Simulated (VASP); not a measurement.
Band structure of Se (trig). Level of theory: SCAN meta-GGA, VASP's PBE PAW potentials (set 64) (plane waves; VASP).

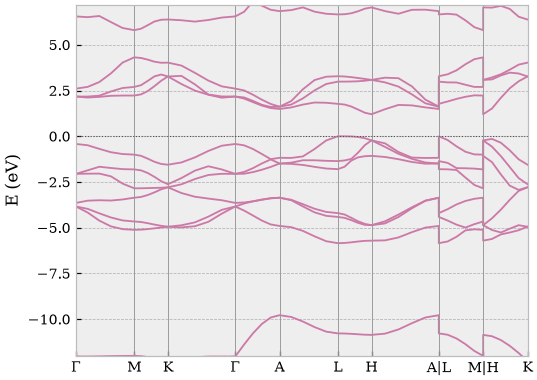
Bands along high-symmetry lines, zero at the valence-band maximum or, without a gap, the Fermi level

Read the plot: is there a gap, and where are the band edges?

The gap is indirect, 1.21 eV, from the valence maximum at L to the conduction minimum at H.

The compound is Se in the trig structure. It was relaxed first.
